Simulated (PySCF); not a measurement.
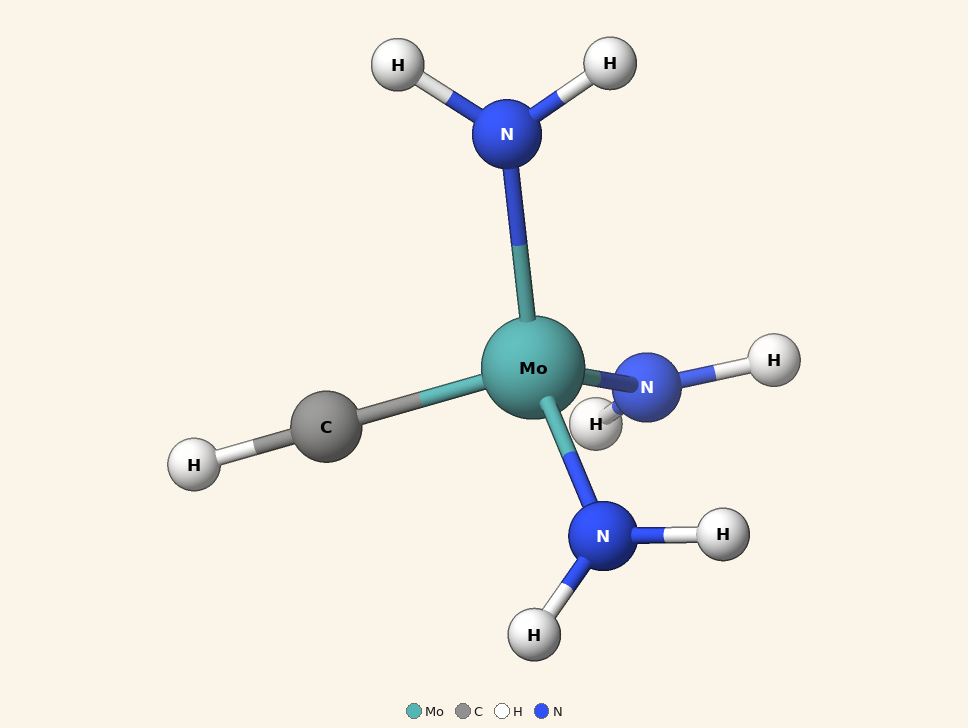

A metal compound. The species is neutral and a spin singlet. The geometry was computed by an optimisation with PBE0-D3(BJ)/def2-SVP. No frequency run is at hand to confirm it as a minimum.

> What is the coordination number of the metal, and which atoms bind to it?

Mo binds 4 atoms: 1 C at 1.71 Å, 3 N at 1.94 Å. The arrangement is tetrahedral.

> What are the formal oxidation state of the metal and its number of d electrons?

Mo(VI), d⁰, counting the ligands as closed-shell ions or neutral donors.
